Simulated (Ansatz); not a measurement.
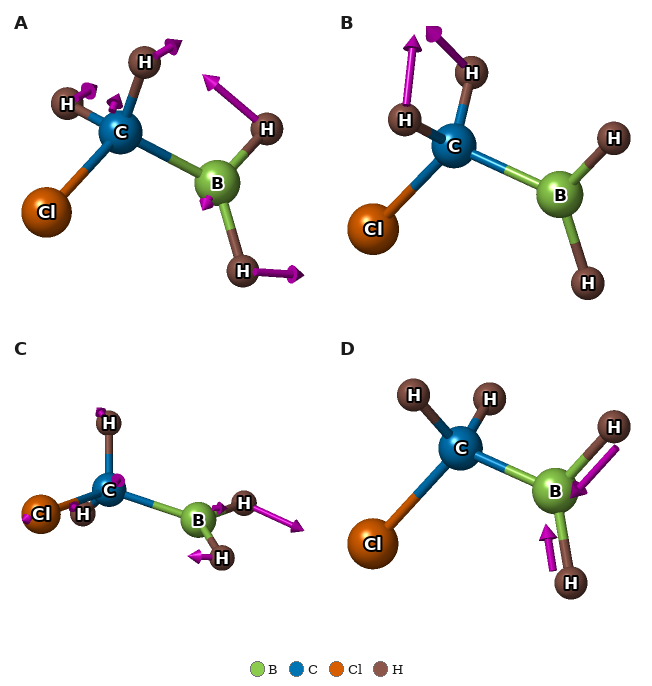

4 normal modes of one molecule or complex, as arrows. Harmonic vibrations computed with RKS PBE0-D4/def2-TZVP (Ansatz 0.2.0) at a stationary point of the same level.

### Match the panels to the wavenumbers 651 cm⁻¹, 879 cm⁻¹, 1384 cm⁻¹, 2591 cm⁻¹.

A: 879 cm⁻¹
B: 1384 cm⁻¹, H–C–H bending
C: 651 cm⁻¹
D: 2591 cm⁻¹, in-phase stretching of 2 B–H bonds
